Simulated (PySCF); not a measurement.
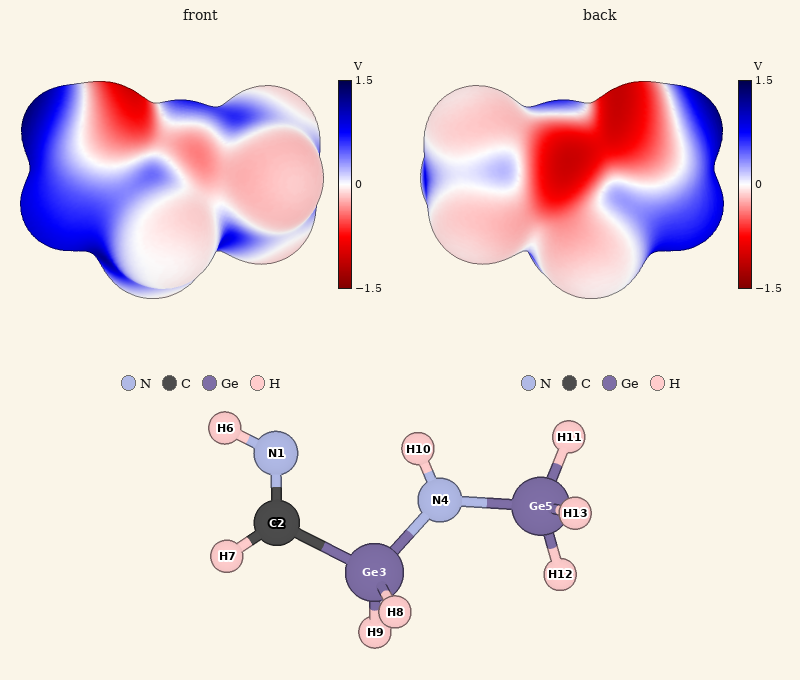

*CH$_{8}$Ge$_{2}$N$_{2}$ (SMILES [H]/N=[CH]/[GeH2][NH][GeH3]). The electrostatic potential painted on the density surface at 0.001 e/bohr³, seen from the front and from behind; the colour scale runs from red (negative) to blue (positive). The bare structure is drawn below in the same view.*

Geometry: GFN2-xTB.

Level of theory: wB97X-D/def2-SVPD, SCF density, gas phase in PySCF.

```yaml
atoms:
  - { symbol: N, position_ang: [-2.5004, 0.5098, -0.4925] }
  - { symbol: C, position_ang: [-2.1434, -0.6941, -0.5050] }
  - { symbol: Ge, position_ang: [-0.2363, -1.0590, -0.1886] }
  - { symbol: N, position_ang: [0.5624, 0.5592, -0.0741] }
  - { symbol: Ge, position_ang: [2.2531, 0.9191, 0.4627] }
  - { symbol: H, position_ang: [-3.4922, 0.6902, -0.6607] }
  - { symbol: H, position_ang: [-2.8343, -1.5294, -0.6783] }
  - { symbol: H, position_ang: [-0.0424, -1.9118, 1.0487] }
  - { symbol: H, position_ang: [0.3930, -1.8335, -1.3191] }
  - { symbol: H, position_ang: [-0.1123, 1.3042, 0.0287] }
  - { symbol: H, position_ang: [2.5132, 2.3612, 0.1619] }
  - { symbol: H, position_ang: [3.1617, 0.0234, -0.3154] }
  - { symbol: H, position_ang: [2.4736, 0.6612, 1.9301] }
```

Describe the electrostatic potential map.

The most negative region (about −1.0 V) lies over N1 and N4, the most positive (about +1.3 V) over H6.
